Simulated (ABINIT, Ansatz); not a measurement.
## CaC2 (I4/mmm): bands and cutoff in G0W0 with ABINIT

Aim: raise bands and screening cutoff together for CaC2 (I4/mmm) and follow gap and time.

Calculated with ABINIT 10.8.3; PBEsol and many-body steps on it, plane waves.

## 1. Set-up

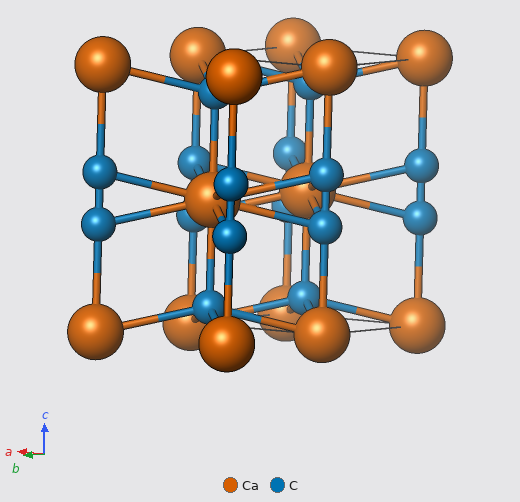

The cell as given, from a free direction (calcium orange, carbon blue). 1×2×1 cells are drawn. This picture shows the conventional cell, with its axes. Some periodic images of atoms are drawn too.

The cell and positions are those that the Materials Project relaxed with its own functionals (PBE, PBE+U or r2SCAN), kept fixed.

## 2. Empty states on the mesh, 4×4×4 mesh, 125 bands

This step: ABINIT 10.8.3; DFT, PBEsol, plane waves, norm-conserving pseudopotentials.

The sums over transitions need many empty states on a uniform mesh; this step solves for them.

run.abi

```
acell 3*1.0 Angstrom
rprim 
  -1.934298599400 1.934298599400 3.202111242500
  1.934298599400 -1.934298599400 3.202111242500
  1.934298599400 1.934298599400 -3.202111242500
ntypat 2
znucl 20 6
natom 3
typat 1 2 2
xred 
  0.000000000000 0.000000000000 0.000000000000
  0.597892720000 0.597892720000 0.000000000000
  0.402107280000 0.402107280000 0.000000000000
pp_dirpath "pseudos"
pseudos "Ca.upf, C.upf"
ecut 37
ngkpt 4 4 4
nshiftk 1
shiftk 0 0 0
kptopt 1
chksymbreak 0
irdden 1
istwfk *1
nband 125
prtvol 0
optdriver 6
gwr_task "HDIAGO"
paral_kgb 0
occopt 1
indata_prefix "in"
outdata_prefix "out"
tmpdata_prefix "tmp"
```

Launch:

```
$ OMP_NUM_THREADS=1 mpirun -n 4 abinit run.abi > log
```

Log:

```text
.Version 10.8.3 of ABINIT. v10.8.2 released Aug 2026.

 Symmetries : space group I4/m m m (#139); Bravais tI (body-center tetrag.)
[... echo of the input left out ...]
== DATASET  1 ==================================================================
-   mpi_nproc: 4, omp_nthreads: 1 (-1 if OMP is not activated)

--- !DatasetInfo
iteration_state: {dtset: 1, }
dimensions: {natom: 3, nkpt: 13, mband: 125, nsppol: 1, nspinor: 1, nspden: 1, mpw: 3508, }
cutoff_energies: {ecut:  37.0, pawecutdg:  -1.0, }
[...]
Indirect band gap semiconductor
 Fundamental gap:     1.205 (eV)
   VBM:     3.148 (eV) at k: [ 5.0000E-01,  5.0000E-01,  5.0000E-01]
   CBM:     4.353 (eV) at k: [ 5.0000E-01,  5.0000E-01,  0.0000E+00]
 Direct gap:         2.264 (eV) at k: [ 5.0000E-01,  5.0000E-01,  0.0000E+00]

== END DATASET(S) ==============================================================
================================================================================

 -outvars: echo values of variables after computation  --------
           etotal      0.0000000000E+00
            nband         125
             nkpt          13
          spgroup         139
 [... the other variables as echoed above ...]

 Calculation completed.
```

Elapsed: 1.7 min, on 4 MPI ranks of Arm Neoverse V2, shared host; peak memory 2.9 GiB.

This step gave:

* gap: 1.205 eV
* k of the valence top: 0.5, 0.5, 0.5
* k of the conduction bottom: 0.5, 0.5, 0
* least direct gap: 2.264 eV
* k points computed: 13
* lowest point of the top converged band, above the valence top: 89.0746 eV

On this mesh the gap is 1.205 eV.

The density comes from a self-consistent run that is not shown.

## 3. Screening, 4×4×4 mesh, 22 bands, screening to 62.6 eV

The RPA dielectric matrix is built and inverted for each q.

This step: RPA screening on PBEsol, plane waves, norm-conserving pseudopotentials.

Changes to run.abi since step 2:

```diff
@@ -21,10 +21,11 @@
 chksymbreak 0
-irdden 1
 istwfk *1
-nband 125
-prtvol 0
-optdriver 6
-gwr_task "HDIAGO"
-paral_kgb 0
 occopt 1
+irdwfk 1
+optdriver 3
+nband 22
+ecuteps 2.3
+inclvkb 2
+awtr 1
+symchi 1
 indata_prefix "in"
```

Log:

```text
.Version 10.8.3 of ABINIT. v10.8.2 released Aug 2026.

 Symmetries : space group I4/m m m (#139); Bravais tI (body-center tetrag.)
[... echo of the input left out ...]
== DATASET  1 ==================================================================
-   mpi_nproc: 4, omp_nthreads: 1 (-1 if OMP is not activated)

--- !DatasetInfo
iteration_state: {dtset: 1, }
dimensions: {natom: 3, nkpt: 13, mband: 22, nsppol: 1, nspinor: 1, nspden: 1, mpw: 3508, }
cutoff_energies: {ecut:  37.0, pawecutdg:  -1.0, }
electrons: {nelect:   1.80000000E+01, charge:   0.00000000E+00, occopt:   1.00000000E+00, tsmear:   1.00000000E-02, }

 SCREENING: Calculation of the susceptibility and dielectric matrices

 Based on a program developped by R.W. Godby, V. Olevano, G. Onida, and L. Reining.
 Incorporated in ABINIT by V. Olevano, G.-M. Rignanese, and M. Torrent.
.Using double precision arithmetic ; gwpc =  8

[... cell and pseudopotentials left out ...]
--------------------------------------------------------------------------------

 ==== K-mesh for the wavefunctions ====
 Number of points in the irreducible wedge :    13
[... list of points left out ...]
 Together with 16 symmetry operations and time-reversal symmetry
 yields    64 points in the full Brillouin Zone.

 ==== Q-mesh for the screening function ====
 Number of points in the irreducible wedge :    13
[... list of points left out ...]
 Together with 16 symmetry operations and time-reversal symmetry
 yields    64 points in the full Brillouin Zone.

 setmesh: FFT mesh size selected  =    45x   45x   45
          total number of points  =        91125

 vcoul_init : cutoff-mode = AUXILIARY_FUNCTION
 q-points for optical limit:   1
     1)      0.000010    0.000020    0.000030

- screening: taking advantage of time-reversal symmetry
- Maximum band index for partially occupied states nbvw = 9
- Remaining bands to be divided among processors   nbcw = 13
- Number of bands treated by each node ~3

 Number of electrons calculated from density =   18.0000; Expected =   18.0000
 average of density, n =  0.055659
 r_s =    1.6248
 omega_plasma =   22.7574 [eV]

 calculating chi0 at frequencies [eV] :
  1    0.000000E+00    0.000000E+00
  2    0.000000E+00    2.275736E+01

--------------------------------------------------------------------------------
  q-point number  1        q = ( 0.000000, 0.000000, 0.000000) [r.l.u.]
--------------------------------------------------------------------------------
[... chi0 elements left out ...]
 For q-point:  0.000010 0.000020 0.000030
  dielectric constant =   3.5439
  dielectric constant without local fields =   4.0689

  Average fulfillment of the sum rule on Im[epsilon] for q-point    1 :     26.50  [%]
[... wings left out ...]
  q-point number  2        q = ( 0.250000, 0.000000, 0.000000) [r.l.u.]
--------------------------------------------------------------------------------
[... chi0 elements left out ...]
  Average fulfillment of the sum rule on Im[epsilon] for q-point    2 :     51.61  [%]

 [... 11 further q-points ...]
```

Run time: 20 s. Hardware: 4 MPI ranks; peak memory 1.3 GiB.

This step gave:

```yaml
eps_infinity_with_local_fields_on_this_mesh_along_the_program_s_q_direction: 3.544
the_same_without_local_fields: 4.069
plasma_frequency: 22.76 eV
plane_waves_in_the_screening_matrix: 61
```

Local fields lower ε∞ by 13 %. On a Γ-centred mesh this coarse the value itself is usually too large, while a short band sum pulls it down.

## 4. 22 bands, 62.6 eV

The self-energy is evaluated for the states that the input lists, and the levels follow from it, in one-shot runs by the linearised quasiparticle equation.

This step: G0W0 on PBEsol, plane waves, norm-conserving pseudopotentials.

Changes to run.abi since step 3:

```diff
@@ -24,8 +24,19 @@
 irdwfk 1
-optdriver 3
+optdriver 4
 nband 22
+gwcalctyp 0
+ecutsigx 37
+symsigma 1
+nkptgw 3
+kptgw 
+  0.5000000000 0.5000000000 0.5000000000
+  0.5000000000 0.5000000000 0.0000000000
+  0.0000000000 0.0000000000 0.0000000000
+bdgw 
+  7 11
+  8 11
+  8 11
 ecuteps 2.3
-inclvkb 2
-awtr 1
-symchi 1
+irdscr 1
+ppmodel 1
 indata_prefix "in"
```

Log:

```text
.Version 10.8.3 of ABINIT. v10.8.2 released Aug 2026.

 Symmetries : space group I4/m m m (#139); Bravais tI (body-center tetrag.)
[... echo of the input left out ...]
== DATASET  1 ==================================================================
-   mpi_nproc: 4, omp_nthreads: 1 (-1 if OMP is not activated)

--- !DatasetInfo
iteration_state: {dtset: 1, }
dimensions: {natom: 3, nkpt: 13, mband: 22, nsppol: 1, nspinor: 1, nspden: 1, mpw: 3508, }
cutoff_energies: {ecut:  37.0, pawecutdg:  -1.0, }
electrons: {nelect:   1.80000000E+01, charge:   0.00000000E+00, occopt:   1.00000000E+00, tsmear:   1.00000000E-02, }

 SIGMA: Calculation of the GW corrections

 Based on a program developped by R.W. Godby, V. Olevano, G. Onida, and L. Reining.
 Incorporated in ABINIT by V. Olevano, G.-M. Rignanese, and M. Torrent.
.Using double precision arithmetic ; gwpc =  8

[... cell and pseudopotentials left out ...]
--------------------------------------------------------------------------------

 ==== K-mesh for the wavefunctions ====
 Number of points in the irreducible wedge :    13
[... list of points left out ...]
 Together with 16 symmetry operations and time-reversal symmetry
 yields    64 points in the full Brillouin Zone.

 ==== Q-mesh for screening function ====
 Number of points in the irreducible wedge :    13
[... list of points left out ...]
 Together with 16 symmetry operations and time-reversal symmetry
 yields    64 points in the full Brillouin Zone.

 vcoul_init : cutoff-mode = AUXILIARY_FUNCTION
 q-points for optical limit:   1
     1)      0.000010    0.000020    0.000030
 setmesh: FFT mesh size selected  =    72x   72x   72
          total number of points  =       373248

 Number of electrons calculated from density =   18.0000; Expected =   18.0000
 average of density, n =  0.055659
 r_s =    1.6248
 omega_plasma =   22.7574 [eV]

 === KS Band Gaps ===
  >>>> For spin  1
   Minimum direct gap =   2.2640 [eV], located at k-point      :   0.5000  0.5000  0.0000
   Fundamental gap    =   1.2054 [eV], Top of valence bands at :   0.5000  0.5000  0.5000
                                       Bottom of conduction at :   0.5000  0.5000  0.0000
 SIGMA fundamental parameters:
 PLASMON POLE MODEL  1
 number of plane-waves for SigmaX                 3441
 number of plane-waves for SigmaC and W             61
 number of plane-waves for wavefunctions          3441
 number of bands                                    22
 number of independent spin polarizations            1
 number of spinorial components                      1
 number of k-points in IBZ                          13
 number of q-points in IBZ                          13
 number of symmetry operations                      16
 number of k-points in BZ                           64
 number of q-points in BZ                           64
 number of frequencies for dSigma/dE                 9
 frequency step for dSigma/dE [eV]                0.25
 number of omega for Sigma on real axis              0
 max omega for Sigma on real axis  [eV]           0.00
 zcut for avoiding poles [eV]                     0.10

 EPSILON^-1 parameters (SCR file):
 dimension of the eps^-1 matrix on file             61
 dimension of the eps^-1 matrix used                61
 number of plane-waves for wavefunctions          3441
 number of bands                                    22
 number of q-points in IBZ                          13
 number of frequencies                               2
 number of real frequencies                          1
 number of imag frequencies                          1

 matrix elements of self-energy operator (all in [eV])

 Perturbative Calculation

--- !SelfEnergy_ee
iteration_state: {dtset: 1, }
kpoint     : [   0.500,    0.500,    0.500, ]
spin       : 1
KS_gap     :    3.172
QP_gap     :    5.178
Delta_QP_KS:    2.006
data: !SigmaeeData |
     Band     E0 <VxcDFT>   SigX SigC(E0)      Z dSigC/dE  Sig(E)    E-E0       E
        7   1.522 -13.535 -16.713   2.869   0.791  -0.264 -13.779  -0.245   1.277
        8   1.522 -13.535 -16.713   2.869   0.791  -0.264 -13.779  -0.245   1.277
        9   3.148 -14.879 -18.776   4.010   0.787  -0.271 -14.790   0.089   3.237
       10   6.320 -10.688  -5.178  -3.012   0.839  -0.192  -8.593   2.095   8.415
       11   8.997 -10.332  -5.202  -3.025   0.839  -0.192  -8.567   1.765  10.762

--- !SelfEnergy_ee
iteration_state: {dtset: 1, }
kpoint     : [   0.500,    0.500,    0.000, ]
spin       : 1
KS_gap     :    2.264
QP_gap     :    4.214
Delta_QP_KS:    1.950
data: !SigmaeeData |
     Band     E0 <VxcDFT>   SigX SigC(E0)      Z dSigC/dE  Sig(E)    E-E0       E
        8   1.539 -13.469 -16.581   2.745   0.793  -0.261 -13.760  -0.291   1.247
[...]
--- !SelfEnergy_ee
iteration_state: {dtset: 1, }
kpoint     : [   0.000,    0.000,    0.000, ]
spin       : 1
KS_gap     :    4.165
QP_gap     :    6.587
Delta_QP_KS:    2.421
data: !SigmaeeData |
     Band     E0 <VxcDFT>   SigX SigC(E0)      Z dSigC/dE  Sig(E)    E-E0       E
[...]
9   2.152 -13.954 -16.779   2.679   0.795  -0.258 -14.070  -0.116   2.036
       10   6.317 -12.062  -6.650  -2.603   0.820  -0.219  -9.757   2.305   8.623
       11   6.317 -12.062  -6.650  -2.603   0.820  -0.219  -9.757   2.305   8.623

== END DATASET(S) ==============================================================
================================================================================

 -outvars: echo values of variables after computation  --------
           etotal      0.0000000000E+00
            nband          22
             nkpt          13
          spgroup         139
 [... the other variables as echoed above ...]

 Calculation completed.
```

Wall time 9.6 s (4 MPI ranks); peak memory 1.7 GiB; 38 s of CPU time.

Numbers from this step:

| Property | Result |
| --- | --- |
| G0W0 gap on the points computed | 2.924 eV |
| starting gap on the mesh | 1.205 eV |
| k of the valence top | 0.5, 0.5, 0.5 |
| k of the conduction bottom | 0.5, 0.5, 0 |
| Z at the valence top | 0.787 |
| Z at the conduction bottom | 0.828 |
| least direct G0W0 gap on the computed points | 4.214 eV |

The gap on the mesh goes from 1.21 eV to 2.92 eV, a correction of +1.72 eV.

## 5. Screening, 4×4×4 mesh, 53 bands, screening to 114.3 eV

This step: RPA screening on PBEsol, plane waves, norm-conserving pseudopotentials.

Changes to run.abi since step 4:

```diff
@@ -24,19 +24,8 @@
 irdwfk 1
-optdriver 4
-nband 22
-gwcalctyp 0
-ecutsigx 37
-symsigma 1
-nkptgw 3
-kptgw 
-  0.5000000000 0.5000000000 0.5000000000
-  0.5000000000 0.5000000000 0.0000000000
-  0.0000000000 0.0000000000 0.0000000000
-bdgw 
-  7 11
-  8 11
-  8 11
-ecuteps 2.3
-irdscr 1
-ppmodel 1
+optdriver 3
+nband 53
+ecuteps 4.2
+inclvkb 2
+awtr 1
+symchi 1
 indata_prefix "in"
```

Log:

```text
.Version 10.8.3 of ABINIT. v10.8.2 released Aug 2026.

 Symmetries : space group I4/m m m (#139); Bravais tI (body-center tetrag.)
[... echo of the input left out ...]
== DATASET  1 ==================================================================
-   mpi_nproc: 4, omp_nthreads: 1 (-1 if OMP is not activated)

--- !DatasetInfo
iteration_state: {dtset: 1, }
dimensions: {natom: 3, nkpt: 13, mband: 53, nsppol: 1, nspinor: 1, nspden: 1, mpw: 3508, }
cutoff_energies: {ecut:  37.0, pawecutdg:  -1.0, }
electrons: {nelect:   1.80000000E+01, charge:   0.00000000E+00, occopt:   1.00000000E+00, tsmear:   1.00000000E-02, }

 SCREENING: Calculation of the susceptibility and dielectric matrices

 Based on a program developped by R.W. Godby, V. Olevano, G. Onida, and L. Reining.
 Incorporated in ABINIT by V. Olevano, G.-M. Rignanese, and M. Torrent.
.Using double precision arithmetic ; gwpc =  8

[... cell and pseudopotentials left out ...]
--------------------------------------------------------------------------------

 ==== K-mesh for the wavefunctions ====
 Number of points in the irreducible wedge :    13
[... list of points left out ...]
 Together with 16 symmetry operations and time-reversal symmetry
 yields    64 points in the full Brillouin Zone.

 ==== Q-mesh for the screening function ====
 Number of points in the irreducible wedge :    13
[... list of points left out ...]
 Together with 16 symmetry operations and time-reversal symmetry
 yields    64 points in the full Brillouin Zone.

 setmesh: FFT mesh size selected  =    45x   45x   45
          total number of points  =        91125

 vcoul_init : cutoff-mode = AUXILIARY_FUNCTION
 q-points for optical limit:   1
     1)      0.000010    0.000020    0.000030

- screening: taking advantage of time-reversal symmetry
- Maximum band index for partially occupied states nbvw = 9
- Remaining bands to be divided among processors   nbcw = 44
- Number of bands treated by each node ~11

 Number of electrons calculated from density =   18.0000; Expected =   18.0000
 average of density, n =  0.055659
 r_s =    1.6248
 omega_plasma =   22.7574 [eV]

 calculating chi0 at frequencies [eV] :
  1    0.000000E+00    0.000000E+00
  2    0.000000E+00    2.275736E+01

--------------------------------------------------------------------------------
  q-point number  1        q = ( 0.000000, 0.000000, 0.000000) [r.l.u.]
--------------------------------------------------------------------------------
[... chi0 elements left out ...]
 For q-point:  0.000010 0.000020 0.000030
  dielectric constant =   3.5713
  dielectric constant without local fields =   4.1623

  Average fulfillment of the sum rule on Im[epsilon] for q-point    1 :     56.79  [%]
[... wings left out ...]
  q-point number  2        q = ( 0.250000, 0.000000, 0.000000) [r.l.u.]
--------------------------------------------------------------------------------
[... chi0 elements left out ...]
  Average fulfillment of the sum rule on Im[epsilon] for q-point    2 :     71.24  [%]

 [... 11 further q-points ...]
```

Wall time 56 s (4 MPI ranks); peak memory 1.9 GiB; 3.7 min of CPU time.

Numbers from this step:

- ε∞ with local fields, on this mesh, along the program's q direction: 3.571
- the same without local fields: 4.162
- plasma frequency: 22.76 eV
- plane waves in the screening matrix: 129

(Part 1 of 2 ends here.)

[Paths, hosts, dates, memory and timing lines, banners, echoed tables and standing remarks are left out of the program output.]

[Logs are printed without paths, hosts, clocks, repeated set-up lines and the standing remarks that a program may print on its own settings, such as how far it seeks lower states.]

[Runs of the session that timed out or met a known fault of the program may be left out.]

[Hosts, paths, dates, database ids (printed as entryN), source tags and the programs' standing remarks are cut or masked in the printed files.]

[G0W0 gaps are taken among the corrected bands and points alone; a level outside them can change the order at an edge.]

[Where Ansatz stands beside ABINIT at settings called matched, ABINIT's density can come from a denser mesh and the files from another edition; pairs whose starting gaps differed by over 0.03 eV were left out, so agreement reads better than it is.]
